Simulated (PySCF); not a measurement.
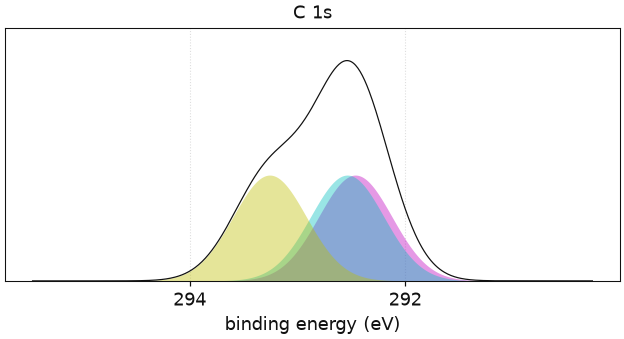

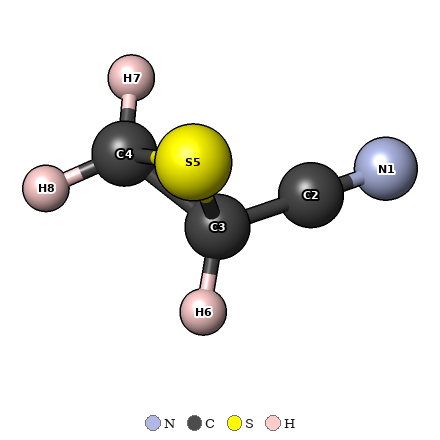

Simulated XPS of C₃H₃NS, SMILES N#C[C@@H]1CS1. Vertical core-electron binding energies by ΔSCF (SCAN, pcX-2 on the ionised atom, pcseg-1 elsewhere, spin-free X2C; PySCF 2.14.0, at a GFN2-xTB geometry (no frequency check)), gas phase, against the vacuum level. One atom of each kind was ionised; within a panel, areas follow the number of like atoms, Gaussians of 0.8 eV full width. Only the regions named are shown. Lines closer than the width merge in the curve.

Which atoms give which peak?

| level | atoms | binding energy (eV) |
| --- | --- | --- |
| C 1s | C3 | 293.3 |
| C 1s | C2 | 292.5 |
| C 1s | C4 | 292.5 |

How large is the chemical shift across the C 1s region?

0.8 eV, from C4 at 292.5 eV to C3 at 293.3 eV.

Caveats: the tight-binding geometry is rougher than a DFT one and adds to the error.
